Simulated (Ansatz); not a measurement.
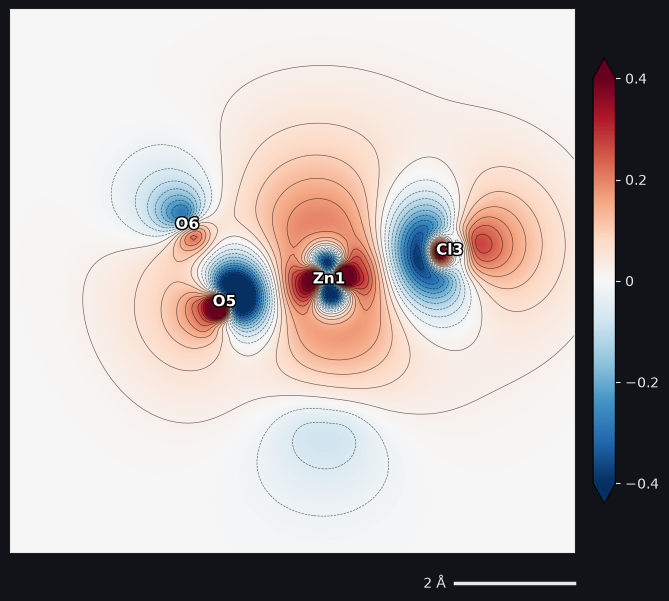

The picture shows: ClHO2Zn···H2. The LUMO on the plane of atoms Zn1, O5 and O6 (values in Å⁻³ᐟ²; the overall sign is arbitrary).

The product side of a reaction path; geometry: PBE0-D4/def2-TZVP; a saddle point, not a minimum.

Computed with Ansatz 0.2.0, RKS PBE0-D4/def2-TZVPP.

```xyz
7

Zn   -0.2393   -0.7454   -0.3884
H    -1.7741   -0.0713    1.5324
Cl   -1.2076   -2.5355   -0.8480
H    -1.3502    0.5463    1.4696
O     0.6294    0.7908   -0.0162
O     1.5612    0.9261   -1.1153
H     2.3806    1.0891   -0.6342
```

Describe this orbital and give its energy.

Its weight (Hirshfeld) is mainly on Zn1 (about 60 %), Cl3 (about 20 %) and O5 (about 15 %). Its energy is −1.18 eV.
